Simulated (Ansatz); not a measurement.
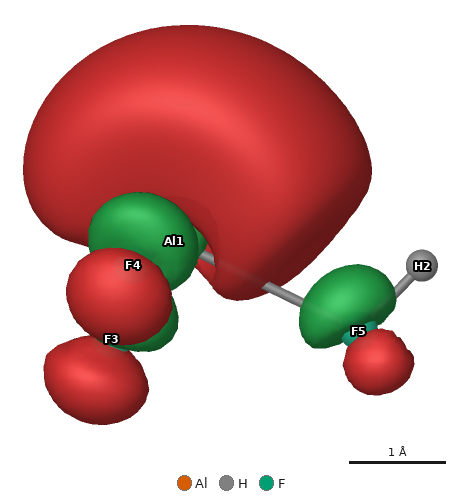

AlF3H (doublet). The HOMO (α) at ±0.1 Å⁻³ᐟ² (green and red are the two phases), seen from one side.

Theory: Ansatz, UKS revPBE-D4/def2-SVP.

```xyz
5

Al    0.0224    0.4450   -0.1044
H    -0.0974    0.4203    2.4960
F     1.4571   -0.2933   -0.6092
F    -1.4481   -0.2673   -0.5413
F     0.0660   -0.3046    1.9089
```

Question: What is the character of this orbital?

Answer: It lies mainly on Al1 (about 75 %), F4 (about 10 %) and F3 (about 10 %). Its energy is −4.94 eV.
